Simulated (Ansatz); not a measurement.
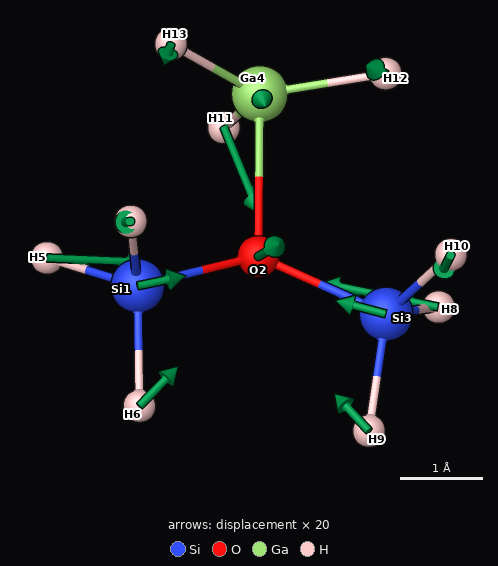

This is a relaxation of GaSi$_{2}$H$_{9}$O. The starting structure is drawn; green arrows show the displacements, 20 times their true length. The two geometries are superimposed by the best rigid fit.

Style: ball-and-stick. Shown at a tilt.

The start comes from PBE-D4/def2-SVP.

Method: Ansatz, RKS PBE0-D4/def2-TZVP.

Input
```yaml
crystal:
  periodic: [false, false, false]
  atoms:
    - {symbol: Si, position_ang: [-0.312716, 1.567910, -0.820635]}
    - {symbol: O, position_ang: [-0.118996, 0.160607, 0.149349]}
    - {symbol: Si, position_ang: [0.593631, -0.057735, 1.699924]}
    - {symbol: Ga, position_ang: [-0.336456, -1.715454, -0.981428]}
    - {symbol: H, position_ang: [-1.553140, 1.373585, -1.632135]}
    - {symbol: H, position_ang: [-0.458809, 2.726443, 0.124882]}
    - {symbol: H, position_ang: [0.896365, 1.754388, -1.684927]}
    - {symbol: H, position_ang: [-0.154376, -1.157328, 2.382515]}
    - {symbol: H, position_ang: [0.428260, 1.244786, 2.431725]}
    - {symbol: H, position_ang: [2.047563, -0.382791, 1.544390]}
    - {symbol: H, position_ang: [-1.867097, -2.007132, -0.699549]}
    - {symbol: H, position_ang: [0.769891, -2.478140, -0.128982]}
    - {symbol: H, position_ang: [0.086481, -1.063836, -2.370329]}
basis:
  gaussian: {orbitals: def2-TZVP}
hamiltonian: {xc: pbe0, dispersion: d4}
relax: {f_tol: 0.005, max_steps: 150}
```

Command:
```bash
ansatz run in.yaml --threads 4 --pin off --events-out ev --progress --plain --max-ram 10444MiB
```

What did the optimiser do to the structure, and how much energy did it gain?

The largest move after the best rigid fit is that of H8, 0.074 Å. By element the largest moves are H 0.074 Å, O 0.058 Å, Si 0.033 Å, Ga 0.018 Å. Some distances before and after: O2–Si3 1.720 → 1.676 Å, Si1–H6 1.503 → 1.484 Å, Si1–H5 1.495 → 1.477 Å, Ga4–H12 1.591 → 1.578 Å. Over 8 geometry steps the energy falls by 1.69 kcal/mol. The largest force component goes from 0.66 to 0.0018 eV/Å. Cost: 39 s on 4 threads of Arm Neoverse V2, with other jobs on the host.
